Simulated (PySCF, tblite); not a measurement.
# C6H11FOSi: geometry, infrared bands and NMR shifts

Wanted: the infrared bands and NMR shifts of C6H11FOSi (`CO[SiH2]/C=C/C=C(\C)F`), by calculation.

The runs use tblite 0.8.0 and PySCF 2.14.0, with density-fitted response routines of our own; the level of theory stands in each step. All values are computed, except where a source is named. Atoms count from 0, in the outputs and in this text.

### 1 Starting geometry

20 atoms, charge 0, multiplicity 1; geometry from: force field or distance geometry start.

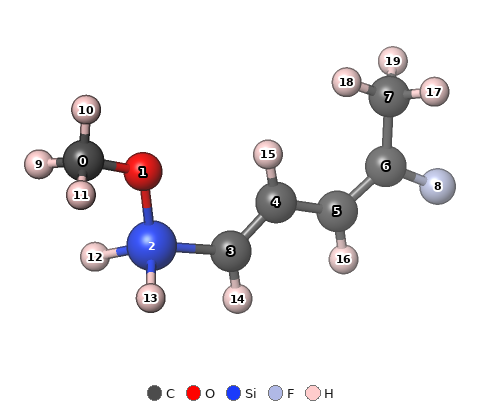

As it starts; carbon dark grey, oxygen red, silicon blue, fluorine light blue, hydrogen pink, atoms numbered.

### 2 Optimising the geometry with GFN2-xTB

The job: settings as JSON, then the geometry in Å.

```
{"job": {"kind": "relax", "xc": "GFN2-xTB", "basis": "xTB"}, "charge": 0, "multiplicity": 1}
C      3.705000     0.891000     0.907700
O      2.348900     0.519900     0.643500
Si     2.083000    -0.981900    -0.023800
C      0.287500    -1.298000    -0.297200
C     -0.717300    -0.470700     0.024100
C     -2.107300    -0.805100    -0.225100
C     -3.177300    -0.043700     0.039500
C     -3.204100     1.324600     0.651200
F     -4.375700    -0.590000    -0.273400
H      4.168800     0.211900     1.627500
H      3.686200     1.892900     1.350000
H      4.276300     0.937300    -0.016300
H      2.638500    -2.016500     0.871500
H      2.790400    -1.049800    -1.327000
H      0.091000    -2.267200    -0.729400
H     -0.494800     0.500300     0.472600
H     -2.292500    -1.776700    -0.664100
H     -3.694300     2.009500    -0.047000
H     -2.224100     1.723000     0.894500
H     -3.793400     1.300100     1.575800
```

Started as:

```
> OMP_NUM_THREADS=1 python probes_run.py task.json out
```

This one command runs all jobs of the session in turn.

**Question.** This job is followed by: GFN2-xTB harmonic vibrations, gas phase; GIAO PBE0/pcSseg-1 NMR shielding, non-relativistic, gas phase. What will the session give for the following? strongest single infrared mode (GFN2-xTB); zero-point energy (GFN2-xTB); ¹³C shifts against TMS (PBE0/pcSseg-1); ¹H shifts against TMS (PBE0/pcSseg-1, means over atoms taken as alike); ¹⁷O shifts against H2O (PBE0/pcSseg-1); ²⁹Si shifts against TMS (PBE0/pcSseg-1); ¹⁹F shifts against CFCl3 (PBE0/pcSseg-1).

As calculated:

| quantity | value |
| --- | --- |
| strongest single infrared mode (GFN2-xTB) | 2170 cm⁻¹, 443 km/mol |
| zero-point energy (GFN2-xTB) | 94.8 kcal/mol |
| ¹³C shifts against TMS (PBE0/pcSseg-1) | 173.7, 148.5, 127.7, 118.9, 54.2, 17.0 ppm |
| ¹H shifts against TMS (PBE0/pcSseg-1, means over atoms taken as alike) | 6.99, 6.12, 5.43, 5.15, 3.91, 2.20 ppm |
| ¹⁷O shifts against H2O (PBE0/pcSseg-1) | -13.0 ppm |
| ²⁹Si shifts against TMS (PBE0/pcSseg-1) | -29.6 ppm |
| ¹⁹F shifts against CFCl3 (PBE0/pcSseg-1) | -87.1 ppm |

Relaxing lowered the energy by 0.175 eV in 65 steps; the close pair that moved most is O1–Si2, from 1.665 to 1.625 Å. No mode is imaginary among the 54: a minimum at this level. The strongest single mode, at 2170 cm⁻¹, moves mainly H13 and H12. Unscaled tight-binding wavenumbers are off by several per cent, some by more. Its intensities can rank the bands wrongly. At PBE0/pcSseg-1: Shielding is most anisotropic at C4 (span 249 ppm, paramagnetic term -220 ppm).
